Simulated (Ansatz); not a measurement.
## Predicting a hybrid from its neighbours: BNH3F3

BNH3F3 has 8 atoms, charge 0, and is taken as a singlet. SMILES: `[NH3+][B-](F)(F)F`. Geometry: relaxed at PBE0-D4/def2-TZVP.

The vertical energy of the triplet above the singlet y, in eV, basis cc-pVDZ; a is the functional's share of exact exchange. Programs: Ansatz 0.2.0.

| functional | program | a | y (eV) |
| --- | --- | --- | --- |
| BLYP | Ansatz | 0 | 8.22 |
| revPBE | Ansatz | 0 | 8.33 |
| B3LYP | Ansatz | 0.2 | 8.88 |
| PBE0 | Ansatz | 0.25 | ? |
| r2SCAN0 | Ansatz | 0.25 | 9.23 |
| BHLYP | Ansatz | 0.5 | 9.61 |

Question: Fit y = c + s·a to the known rows and predict PBE0.

Answer: 
1. Means of the 5 rows: a = 0.1900, y = 8.854.
2. Σ(Δa)² = 0.172, Σ(Δa·Δy) = 0.4772, so the slope is 0.4772/0.172 = 2.7744.
3. Intercept: 8.854 − (2.7744) × 0.1900 = 8.327. The largest residual of the fit is 0.21.
4. PBE0: 8.327 + (2.7744) × 0.25 = 9.02 eV.

The run gave 9.08 eV, so the prediction is off by -0.06 eV, within the scatter of the fit.

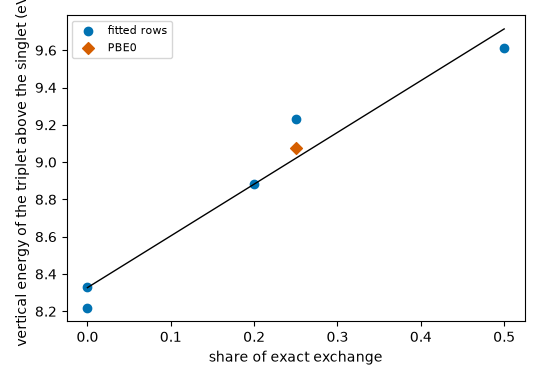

The fitted line, with the withheld row.
